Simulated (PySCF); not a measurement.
# C₄H₅P (SMILES c1cc[pH]c1): what the fields show

```yaml
atoms:
  - { symbol: C, position_ang: [-0.3597, -1.0373, 0.2928] }
  - { symbol: C, position_ang: [0.9990, -0.5990, 0.0198] }
  - { symbol: C, position_ang: [1.0979, 0.7014, -0.3570] }
  - { symbol: P, position_ang: [-0.5484, 1.3963, -0.6010] }
  - { symbol: C, position_ang: [-1.3005, -0.0728, 0.1259] }
  - { symbol: H, position_ang: [-0.5894, -2.0609, 0.6014] }
  - { symbol: H, position_ang: [1.8567, -1.2710, 0.1108] }
  - { symbol: H, position_ang: [2.0281, 1.2091, -0.6166] }
  - { symbol: H, position_ang: [-0.6332, 2.3300, 0.4746] }
  - { symbol: H, position_ang: [-2.3731, -0.2130, 0.2678] }
```

Geometry: PBE0-D3(BJ)/def2-SVP.

Theory: PySCF 2.14.0, B3LYP/def2-SVPD, SCF density, gas phase.

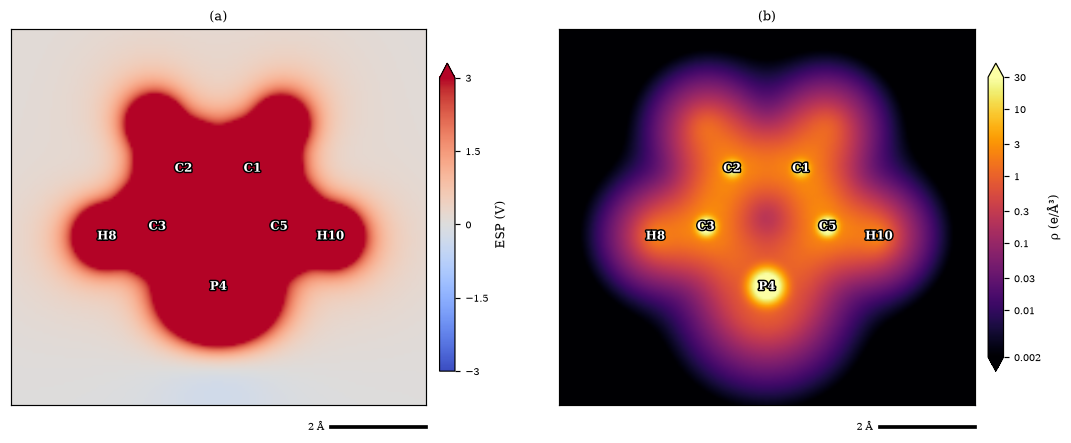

Figure 1. (a) molecular electrostatic potential; (b) electron density on the plane of atoms P4, C5 and H10.

Read the bonding off the picture.

- Atoms in the plane: C, P and H.
- C–C (1.36 Å): ρ at the midpoint is about 2.2 e/Å³.
- C–P (1.80 Å): ρ at the midpoint is about 1.2 e/Å³.
- C–H (1.09 Å): the density is about 1.9 e/Å³ at the midpoint.
- C–C (1.45 Å): ρ is about 1.9 e/Å³ halfway.
- The potential has no marked negative region in this plane.

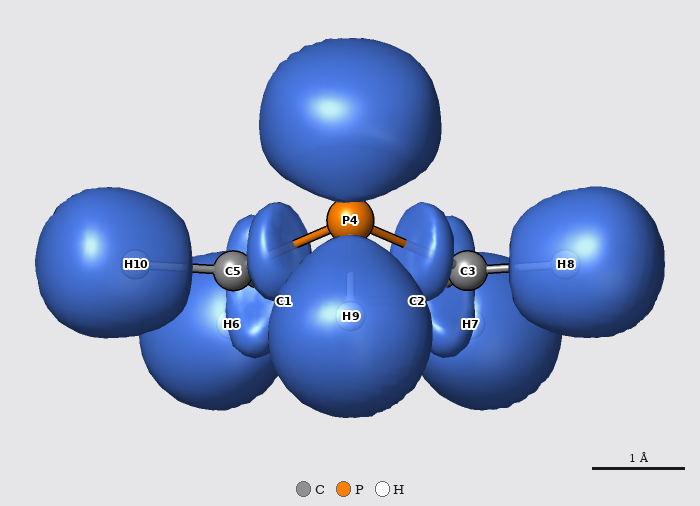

Figure 2. Isosurface of the ELF at 0.85 (blue), seen from one side. Only the valence region is drawn (cores and ρ < 0.01 e/Å³ removed).

What do the ELF domains correspond to?

At this value the surface marks out three regions between bonded C–C atoms (shared pairs), two regions between bonded C–P atoms (shared pairs), five regions around hydrogen nuclei and one lobe on P, pointing away from the bonds (lone pairs). Along the contacts the grid gives the following. C–C (1.36 Å): the ELF peaks at about 0.95 between the atoms; localised, covalent bonding. C–P (1.80 Å): the ELF peaks at about 0.95 between the atoms; a covalent bond.

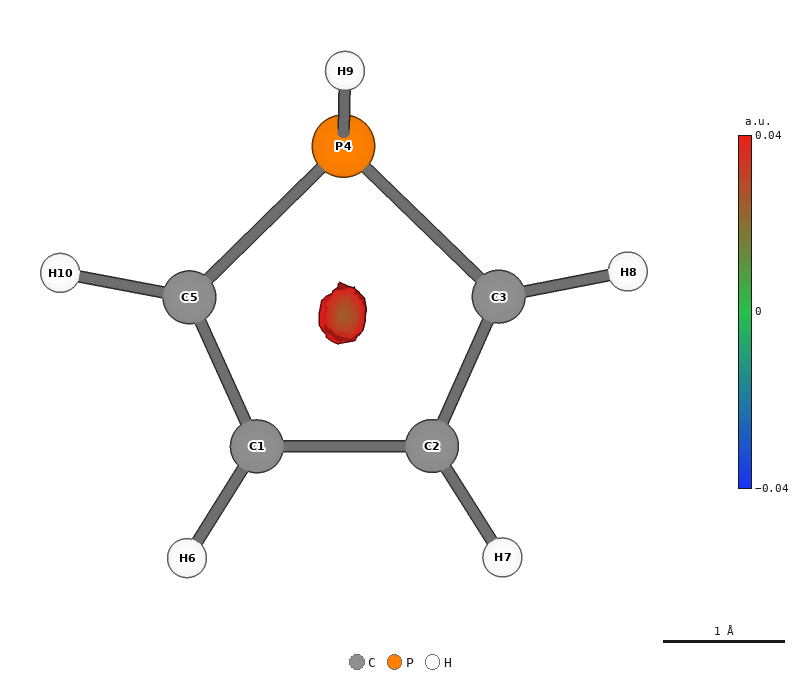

Figure 3. Non-covalent interaction (NCI) plot: the surface where the reduced density gradient is 0.5, for densities under 0.05 a.u., coloured by sign(λ₂)ρ; seen at a tilt.

What holds or crowds the atoms apart from the covalent bonds?

Inside the ring or cage of C1, C2, C3, P4 and C5: steric crowding (red).
